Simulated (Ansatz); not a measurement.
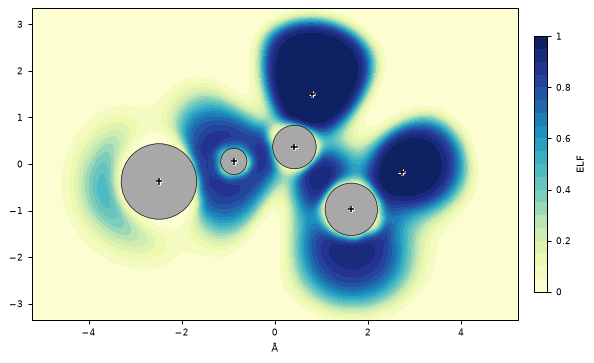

The ELF on a plane through atoms (crosses mark nuclei in the plane; grey discs cover the cores).

Computed with RKS PBE0-D4/def2-TZVPP in Ansatz.

Candidates:
A. CH$_{3}$FSSi (SMILES FC1[SiH2]S1)
B. C$_{3}$H$_{4}$O (SMILES O=C1CC1)
C. AlBClH$_{3}$OS (SMILES SB[O][AlH][Cl])

### Which candidate gave the map?

Candidate C: AlBClH$_{3}$OS on the plane of atoms S1, B2 and H7, which holds S, B, O, Al and H. B–O (1.34 Å): the ELF peaks at about 0.90 between the atoms; a short, strongly polar bond. Al–O (1.67 Å): the ELF peaks at about 0.85 in the valence shell of O, 0.6 Å from its nucleus, and is about 0.45 at the midpoint.
